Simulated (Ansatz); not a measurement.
# Nudged elastic band of GeH₄ClOF

System: GeH₄ClOF.
Method: RKS PBE/def2-SVP (Ansatz 0.2.0).

It belongs to a series of runs on one base structure; here: band between the two ends.

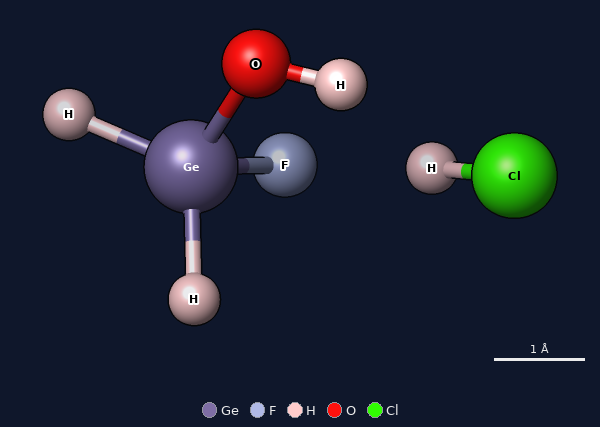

Figure 1. The starting structure (ball-and-stick view, seen at a tilt). Sticks mark near contacts.

Input
```yaml
crystal:
  periodic: [false, false, false]
  atoms:
    - { symbol: Ge, position_ang: [-0.120768, 0.234685, -0.120719] }
    - { symbol: F, position_ang: [0.199909, 0.16697, 1.649524] }
    - { symbol: H, position_ang: [1.290783, 0.211856, -0.753416] }
    - { symbol: H, position_ang: [-0.992011, 1.480768, -0.359564] }
    - { symbol: O, position_ang: [-1.123911, -1.179794, -0.489863] }
    - { symbol: H, position_ang: [-0.676938, -1.99276, -0.164363] }
    - { symbol: Cl, position_ang: [0.844918, -2.784795, 1.602024] }
    - { symbol: H, position_ang: [0.595718, -1.52993, 1.937177] }
basis:
  gaussian: { orbitals: def2-SVP }
hamiltonian:
  xc: pbe
neb:
  order_check: false
  images: 7
  f_tol: 0.03
  max_iterations: 60
  final_atoms:
    - { symbol: Ge, position_ang: [0.27901063, -0.34475564, -0.28879836] }
    - { symbol: F, position_ang: [-0.58716711, -0.23964545, 2.73012493] }
    - { symbol: H, position_ang: [1.09151452, -0.3085299, -1.60897528] }
    - { symbol: H, position_ang: [-0.01054524, 0.99853524, 0.39110683] }
    - { symbol: O, position_ang: [-1.28749627, -1.1648284, -0.5140487] }
    - { symbol: H, position_ang: [-1.18449104, -1.99062781, -1.02439269] }
    - { symbol: Cl, position_ang: [1.55927759, -1.55172332, 1.07086338] }
    - { symbol: H, position_ang: [0.15759692, -0.79142472, 2.54491989] }
  initial_path:
    images:
      - { positions_ang: [[-0.120768, 0.234685, -0.120719], [0.199909, 0.16697, 1.649524], [1.290783, 0.211856, -0.753416], [-0.992011, 1.480768, -0.359564], [-1.123911, -1.179794, -0.489863], [-0.676938, -1.99276, -0.164363], [0.844918, -2.784795, 1.602024], [0.595718, -1.52993, 1.937177]] }
      - { positions_ang: [[-0.09582812, 0.17738098, -0.08810576], [0.15818723, 0.11965252, 1.74684919], [1.32463045, 0.16759443, -0.7012698], [-0.93981385, 1.42706031, -0.38696081], [-1.05506425, -1.24563898, -0.51182734], [-0.82656027, -1.97613791, -0.07332678], [0.87622065, -2.63623263, 1.38857921], [0.57592817, -1.42667872, 1.92686209]] }
      - { positions_ang: [[-0.07088824, 0.12007696, -0.05549253], [0.11646546, 0.07233504, 1.84417439], [1.3584779, 0.12333286, -0.64912359], [-0.88761671, 1.37335262, -0.41435762], [-0.9862175, -1.31148395, -0.53379168], [-0.97618254, -1.95951583, 0.01770944], [0.9075233, -2.48767026, 1.17513442], [0.55613834, -1.32342744, 1.91654717]] }
      - { positions_ang: [[-0.04594836, 0.06277294, -0.02287929], [0.07474369, 0.02501756, 1.94149958], [1.39232534, 0.07907129, -0.59697739], [-0.83541956, 1.31964493, -0.44175443], [-0.91737076, -1.37732893, -0.55575602], [-1.12580481, -1.94289374, 0.10874566], [0.93882594, -2.33910789, 0.96168963], [0.53634851, -1.22017616, 1.90623226]] }
      - { positions_ang: [[-0.02100848, 0.00546892, 0.00973394], [0.03302192, -0.02229993, 2.03882478], [1.42617279, 0.03480972, -0.54483119], [-0.78322241, 1.26593724, -0.46915123], [-0.84852401, -1.4431739, -0.57772036], [-1.27542708, -1.92627165, 0.19978188], [0.97012859, -2.19054552, 0.74824483], [0.51655867, -1.11692488, 1.89591735]] }
      - { positions_ang: [[0.0539963, -0.08208722, -0.06489913], [-0.12202534, -0.07663631, 2.21164981], [1.34250823, -0.05102518, -0.81086721], [-0.59005312, 1.19908674, -0.25408672], [-0.95826707, -1.37358753, -0.56180245], [-1.25269307, -1.94236069, -0.10626176], [1.11741584, -2.03083997, 0.82889947], [0.42681824, -1.03554984, 2.05816798]] }
      - { positions_ang: [[0.12900108, -0.16964336, -0.13953221], [-0.2770726, -0.13097269, 2.38447485], [1.25884366, -0.13686009, -1.07690323], [-0.39688382, 1.13223624, -0.0390222], [-1.06801014, -1.30400115, -0.54588453], [-1.22995906, -1.95844973, -0.4123054], [1.26470309, -1.87113442, 0.90955411], [0.3370778, -0.9541748, 2.22041862]] }
      - { positions_ang: [[0.20400585, -0.2571995, -0.21416528], [-0.43211985, -0.18530907, 2.55729989], [1.17517909, -0.22269499, -1.34293926], [-0.20371453, 1.06538574, 0.17604231], [-1.17775321, -1.23441478, -0.52996662], [-1.20722505, -1.97453877, -0.71834905], [1.41199034, -1.71142887, 0.99020874], [0.24733736, -0.87279976, 2.38266926]] }
      - { positions_ang: [[0.27901063, -0.34475564, -0.28879836], [-0.58716711, -0.23964545, 2.73012493], [1.09151452, -0.3085299, -1.60897528], [-0.01054524, 0.99853524, 0.39110683], [-1.28749627, -1.1648284, -0.5140487], [-1.18449104, -1.99062781, -1.02439269], [1.55927759, -1.55172332, 1.07086338], [0.15759692, -0.79142472, 2.54491989]] }
```

Launch command:
```bash
ansatz run input.yaml --threads 2 --pin off --max-ram 3072MiB --backend cpu --events-out ev --progress --plain --runs-dir out
```

Output
```
Engine: ansatz 0.2.0, aarch64-unknown-linux-gnu
Functional definition: PBE
  parameter kappa = 0.804
  parameter beta = 0.06672455060314922
  exchange = pbe_x(kappa = kappa, mu = beta*pi^2/3)
  correlation = pbe_c(beta = beta)
1069 factors; their error is unknown
mean field evaluation 1: about -73831.5570 eV, gradient 6.4e1 eV
mean field evaluation 2: about -73780.7594 eV, gradient 1.6e2 eV
mean field evaluation 4: about -73837.7941 eV, gradient 1.8e1 eV
mean field evaluation 8: about -73838.2955 eV, gradient 2.7e-1 eV
mean field evaluation 16: about -73838.2345 eV, gradient 6.2e-5 eV
mean field -73838.23451448 eV, -2713.5050690541 hartree, gradient 6.2e-5 eV, S^2 0.000000; 0 other end points of the search recorded, 0 dependent functions left out
the calculation of the forces begins
reference -73838.23454637 eV, -2713.5050702262 hartree; 35, 35 occupied and 63, 63 virtual orbitals, 1069 factors
1069 factors; their error is unknown
mean field evaluation 32: about -73838.0794 eV, gradient 3.4e-4 eV
mean field -73838.07942162 eV, -2713.4993694969 hartree, gradient 7.3e-5 eV, S^2 0.000000; 0 other end points of the search recorded, 0 dependent functions left out
[... from here on the field's lines of each further geometry are left out, up to the last ...]
NEB iter   1: max|band force component| = 4.071e1 eV/Å  barrier→ = 5.7669 eV  barrier← = 5.6118 eV  Δτ_max = 0.2000 Å  (237 SCF iters)
NEB iter   2: max|band force component| = 2.964e0 eV/Å  barrier→ = 1.4787 eV  barrier← = 1.3236 eV  Δτ_max = 0.2000 Å  (224 SCF iters)
NEB iter   3: max|band force component| = 1.897e0 eV/Å  barrier→ = 1.1044 eV  barrier← = 0.9493 eV  Δτ_max = 0.2000 Å  (214 SCF iters)
NEB iter   4: max|band force component| = 1.017e0 eV/Å  barrier→ = 0.9898 eV  barrier← = 0.8347 eV  Δτ_max = 0.2000 Å  (213 SCF iters)
NEB iter   5: max|band force component| = 2.651e0 eV/Å  barrier→ = 1.2170 eV  barrier← = 1.0619 eV  Δτ_max = 0.1002 Å  (197 SCF iters)
NEB iter   6: max|band force component| = 9.801e-1 eV/Å  barrier→ = 0.9804 eV  barrier← = 0.8253 eV  Δτ_max = 0.1919 Å  (197 SCF iters)
NEB iter   7: max|band force component| = 5.738e-1 eV/Å  barrier→ = 0.8869 eV  barrier← = 0.7318 eV  Δτ_max = 0.0936 Å  (207 SCF iters)
NEB iter   8: max|band force component| = 5.997e-1 eV/Å  barrier→ = 0.8469 eV  barrier← = 0.6918 eV  Δτ_max = 0.0471 Å  (194 SCF iters)
NEB iter   9: max|band force component| = 3.906e-1 eV/Å  barrier→ = 0.8265 eV  barrier← = 0.6714 eV  CI = image 4  Δτ_max = 0.0468 Å  (182 SCF iters)
NEB iter  10: max|band force component| = 1.851e-1 eV/Å  barrier→ = 0.8139 eV  barrier← = 0.6588 eV  CI = image 4  Δτ_max = 0.0937 Å  (182 SCF iters)
NEB iter  11: max|band force component| = 2.609e-1 eV/Å  barrier→ = 0.7988 eV  barrier← = 0.6437 eV  CI = image 4  Δτ_max = 0.0468 Å  (186 SCF iters)
NEB iter  12: max|band force component| = 1.728e-1 eV/Å  barrier→ = 0.7919 eV  barrier← = 0.6368 eV  CI = image 4  Δτ_max = 0.0468 Å  (185 SCF iters)
NEB iter  13: max|band force component| = 1.847e-1 eV/Å  barrier→ = 0.7831 eV  barrier← = 0.6280 eV  CI = image 4  Δτ_max = 0.0468 Å  (180 SCF iters)
NEB iter  14: max|band force component| = 1.887e-1 eV/Å  barrier→ = 0.7761 eV  barrier← = 0.6210 eV  CI = image 4  Δτ_max = 0.0468 Å  (186 SCF iters)
NEB iter  15: max|band force component| = 1.337e-1 eV/Å  barrier→ = 0.7695 eV  barrier← = 0.6144 eV  CI = image 4  Δτ_max = 0.0468 Å  (184 SCF iters)
NEB iter  16: max|band force component| = 1.261e-1 eV/Å  barrier→ = 0.7643 eV  barrier← = 0.6093 eV  CI = image 4  Δτ_max = 0.0933 Å  (187 SCF iters)
NEB iter  17: max|band force component| = 1.083e-1 eV/Å  barrier→ = 0.7586 eV  barrier← = 0.6035 eV  CI = image 4  Δτ_max = 0.0932 Å  (185 SCF iters)
NEB iter  18: max|band force component| = 1.472e-1 eV/Å  barrier→ = 0.7579 eV  barrier← = 0.6028 eV  CI = image 4  Δτ_max = 0.0467 Å  (183 SCF iters)
NEB iter  19: max|band force component| = 1.111e-1 eV/Å  barrier→ = 0.7582 eV  barrier← = 0.6031 eV  CI = image 4  Δτ_max = 0.0467 Å  (186 SCF iters)
NEB iter  20: max|band force component| = 1.067e-1 eV/Å  barrier→ = 0.7578 eV  barrier← = 0.6027 eV  CI = image 4  Δτ_max = 0.0467 Å  (182 SCF iters)
NEB iter  21: max|band force component| = 8.652e-2 eV/Å  barrier→ = 0.7574 eV  barrier← = 0.6023 eV  CI = image 4  Δτ_max = 0.0932 Å  (179 SCF iters)
NEB iter  22: max|band force component| = 7.724e-2 eV/Å  barrier→ = 0.7573 eV  barrier← = 0.6022 eV  CI = image 4  Δτ_max = 0.0933 Å  (178 SCF iters)
NEB iter  23: max|band force component| = 7.398e-2 eV/Å  barrier→ = 0.7573 eV  barrier← = 0.6022 eV  CI = image 4  Δτ_max = 0.0932 Å  (160 SCF iters)
NEB iter  24: max|band force component| = 6.720e-2 eV/Å  barrier→ = 0.7573 eV  barrier← = 0.6022 eV  CI = image 4  Δτ_max = 0.0933 Å  (160 SCF iters)
NEB iter  25: max|band force component| = 6.667e-2 eV/Å  barrier→ = 0.7572 eV  barrier← = 0.6021 eV  CI = image 4  Δτ_max = 0.0930 Å  (155 SCF iters)
NEB iter  26: max|band force component| = 6.573e-2 eV/Å  barrier→ = 0.7572 eV  barrier← = 0.6021 eV  CI = image 4  Δτ_max = 0.0469 Å  (155 SCF iters)
NEB iter  27: max|band force component| = 5.254e-2 eV/Å  barrier→ = 0.7572 eV  barrier← = 0.6021 eV  CI = image 4  Δτ_max = 0.0467 Å  (152 SCF iters)
NEB iter  28: max|band force component| = 3.183e-2 eV/Å  barrier→ = 0.7572 eV  barrier← = 0.6021 eV  CI = image 4  Δτ_max = 0.0467 Å  (151 SCF iters)
the calculation of the forces begins
reference -73838.04969016 eV, -2713.4982768856 hartree; 35, 35 occupied and 63, 63 virtual orbitals, 1069 factors
1069 factors; their error is unknown
mean field evaluation 1440: about -73837.4773 eV, gradient 3.0e-3 eV
mean field -73837.47729425 eV, -2713.4772417240 hartree, gradient 6.1e-5 eV, S^2 0.000000; 1 other end points of the search recorded, 0 dependent functions left out
the calculation of the forces begins
reference -73837.47732505 eV, -2713.4772428560 hartree; 35, 35 occupied and 63, 63 virtual orbitals, 1069 factors
NEB iter  29: max|band force component| = 2.679e-2 eV/Å  barrier→ = 0.7572 eV  barrier← = 0.6021 eV  CI = image 4  Δτ_max = 0.0000 Å  (343 SCF iters)
```

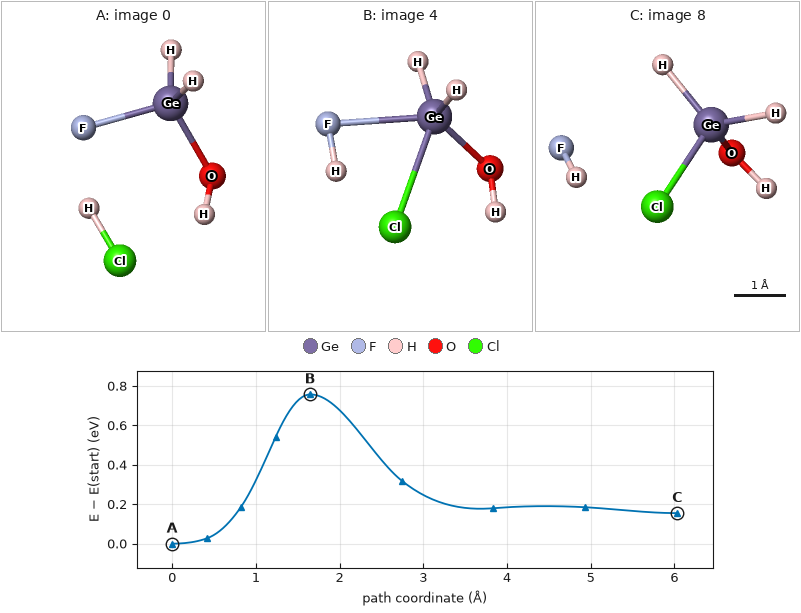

Figure 2. Images of the last band (counted from 0; ball-and-stick, seen at a tilt) above the energy along the path; the line is a cubic interpolation that uses the forces. The highest image is number 4, 0.757 eV above the start and 0.602 eV above the end (the climbing image); the end lies 0.155 eV above the start. The path is 6.03 Å long. The band converged in 29 iterations.

```
Total energy: -73837.47732505 eV, -2713.4772428560 hartree
Atom 0 at    -0.042630    -0.181740    -0.036747 Å, force    -0.001732     0.000009     0.000280 eV/Å
Atom 1 at     0.366576     0.223247     1.994864 Å, force    -0.000682     0.000126    -0.000476 eV/Å
Atom 2 at     1.337361    -0.079131    -0.721536 Å, force     0.000555    -0.000560     0.000512 eV/Å
Atom 3 at    -0.842435     1.139304     0.039956 Å, force    -0.000015     0.000089    -0.000243 eV/Å
Atom 4 at    -1.292624    -1.260143    -0.706175 Å, force     0.000204     0.000987    -0.000698 eV/Å
Atom 5 at    -0.999539    -2.188123    -0.595240 Å, force    -0.000346     0.000083     0.000311 eV/Å
Atom 6 at     0.834546    -2.252885     1.248231 Å, force     0.001106     0.000044     0.000769 eV/Å
Atom 7 at     0.656445    -0.793528     2.077445 Å, force     0.000911    -0.000779    -0.000455 eV/Å
Dipole moment:     0.089954     0.179768    -0.151600 e Å
this run last wrote the band of iteration 29 to [file]
```

The last band as extended XYZ (Å, eV, eV/Å)
```
8
Properties=species:S:1:pos:R:3:forces:R:3 image=0 energy=-73838.23451
Ge   -0.1208    0.2347   -0.1207    0.0033   0.0018  -0.0003
F     0.1999    0.1670    1.6495    0.0053  -0.0024  -0.0033
H     1.2908    0.2119   -0.7534   -0.0023   0.0030   0.0020
H    -0.9920    1.4808   -0.3596   -0.0046   0.0007  -0.0002
O    -1.1239   -1.1798   -0.4899    0.0036   0.0087   0.0010
H    -0.6769   -1.9928   -0.1644    0.0000  -0.0153  -0.0003
Cl    0.8449   -2.7848    1.6020   -0.0046  -0.0043  -0.0019
H     0.5957   -1.5299    1.9372   -0.0007   0.0078   0.0029
8
Properties=species:S:1:pos:R:3:forces:R:3 image=1 energy=-73838.20783
Ge   -0.1273    0.1733   -0.0805   -0.0129   0.0420  -0.0177
F     0.1255    0.1692    1.7073   -0.0237  -0.0104  -0.0261
H     1.2989    0.0341   -0.6593   -0.0094   0.0406  -0.0093
H    -0.9162    1.4665   -0.3318   -0.0108   0.0407  -0.0618
O    -1.2185   -1.1605   -0.5032    0.0106   0.0079   0.0261
H    -0.7945   -2.0233   -0.3097    0.0370   0.0256   0.0772
Cl    0.9897   -2.6377    1.5385    0.0152  -0.0710   0.0224
H     0.6602   -1.4146    1.9394   -0.0059  -0.0754  -0.0108
8
Properties=species:S:1:pos:R:3:forces:R:3 image=2 energy=-73838.04669
Ge   -0.1041    0.0718   -0.0439   -0.0614   0.1905  -0.0404
F     0.2022    0.2029    1.7590   -0.1344  -0.0179  -0.1471
H     1.3044   -0.0685   -0.6627   -0.0407   0.0360   0.0254
H    -0.9000    1.3676   -0.1888   -0.0518   0.1854  -0.2145
O    -1.2598   -1.1845   -0.5409    0.0130   0.0496   0.1367
H    -0.8938   -2.0893   -0.4646    0.1092   0.0840   0.1435
Cl    0.9707   -2.4654    1.4846    0.1305  -0.2177   0.1510
H     0.6981   -1.2276    1.9580    0.0355  -0.3099  -0.0546
8
Properties=species:S:1:pos:R:3:forces:R:3 image=3 energy=-73837.69272
Ge   -0.0689   -0.0525   -0.0205   -0.0699   0.3053   0.0402
F     0.2986    0.2215    1.8464   -0.1853  -0.0073  -0.3423
H     1.3210   -0.0952   -0.6923   -0.0418  -0.0073   0.0804
H    -0.8728    1.2460   -0.0538   -0.1020   0.2388  -0.2151
O    -1.2766   -1.2220   -0.6157    0.0557   0.0746   0.2024
H    -0.9690   -2.1485   -0.5414    0.1051   0.0817   0.1122
Cl    0.8969   -2.3208    1.3888    0.1705  -0.1504   0.3268
H     0.6885   -1.0215    1.9892    0.0678  -0.5354  -0.2045
8
Properties=species:S:1:pos:R:3:forces:R:3 image=4 energy=-73837.47729
Ge   -0.0426   -0.1817   -0.0367   -0.0017   0.0000   0.0003
F     0.3666    0.2232    1.9949   -0.0007   0.0001  -0.0005
H     1.3374   -0.0791   -0.7215    0.0006  -0.0006   0.0005
H    -0.8424    1.1393    0.0400    0.0000   0.0001  -0.0002
O    -1.2926   -1.2601   -0.7062    0.0002   0.0010  -0.0007
H    -0.9995   -2.1881   -0.5952   -0.0003   0.0001   0.0003
Cl    0.8345   -2.2529    1.2482    0.0011   0.0000   0.0008
H     0.6564   -0.7935    2.0774    0.0009  -0.0008  -0.0005
8
Properties=species:S:1:pos:R:3:forces:R:3 image=5 energy=-73837.91522
Ge   -0.0535   -0.4035   -0.1214   -0.0297  -0.0964  -0.0541
F     0.6229    0.4458    2.3897    0.1269   0.1173   0.1406
H     1.2922   -0.0527   -0.8008   -0.0210  -0.0197  -0.0524
H    -0.8632    0.7991    0.3951    0.0009  -0.1298   0.1262
O    -1.2361   -1.3009   -1.1171    0.0154   0.0074  -0.1310
H    -1.0207   -2.2512   -1.0597   -0.0340  -0.0475  -0.1530
Cl    0.5773   -2.1236    1.2199   -0.0981   0.0554   0.0018
H     0.6988   -0.5060    2.3951    0.0396   0.1133   0.1218
8
Properties=species:S:1:pos:R:3:forces:R:3 image=6 energy=-73838.05453
Ge   -0.0114   -0.5516   -0.2134    0.0087  -0.0082   0.0204
F     0.4441    0.5597    2.8861    0.0078  -0.0007  -0.0119
H     1.1666   -0.1907   -1.1521    0.0024   0.0119   0.0224
H    -0.6711    0.5657    0.6000   -0.0228   0.0140  -0.0064
O    -1.3387   -1.3614   -1.0896   -0.0147   0.0000  -0.0082
H    -1.0204   -2.0732   -1.6758    0.0160  -0.0014   0.0055
Cl    0.8545   -1.9874    1.2447   -0.0115  -0.0206  -0.0017
H     0.5941   -0.3540    2.7008    0.0140   0.0049  -0.0201
8
Properties=species:S:1:pos:R:3:forces:R:3 image=7 energy=-73838.04966
Ge    0.1504   -0.4469   -0.2870    0.0004   0.0059   0.0089
F    -0.1437    0.1805    2.9714   -0.0116  -0.0082   0.0047
H     1.1438   -0.1990   -1.4496    0.0020  -0.0061  -0.0054
H    -0.3293    0.7580    0.5292    0.0084   0.0069  -0.0073
O    -1.3226   -1.2889   -0.8385   -0.0075   0.0010   0.0052
H    -1.1145   -2.0624   -1.3959    0.0004  -0.0006   0.0053
Cl    1.2586   -1.7843    1.0981    0.0124   0.0004  -0.0063
H     0.3750   -0.5500    2.6731   -0.0046   0.0007  -0.0052
8
Properties=species:S:1:pos:R:3:forces:R:3 image=8 energy=-73838.07942
Ge    0.2790   -0.3448   -0.2888   -0.0156   0.0101   0.0042
F    -0.5872   -0.2396    2.7301    0.0053   0.0008   0.0104
H     1.0915   -0.3085   -1.6090    0.0045  -0.0061   0.0053
H    -0.0105    0.9985    0.3911    0.0016  -0.0063  -0.0023
O    -1.2875   -1.1648   -0.5140    0.0200  -0.0104  -0.0099
H    -1.1845   -1.9906   -1.0244   -0.0084   0.0097   0.0102
Cl    1.5593   -1.5517    1.0709    0.0016   0.0031  -0.0067
H     0.1576   -0.7914    2.5449   -0.0090  -0.0009  -0.0114
```

Summary

- outcome: converged
- barrier, forward: 0.757 eV
- barrier, backward: 0.602 eV
- hardware: 2 threads of Arm Neoverse V2, 24 GiB of memory available, shared host
- wall time: 4.7 min (CPU time 9.1 min)
- peak memory: 0.15 GiB

Remarks

The order of the saddle point was not checked.
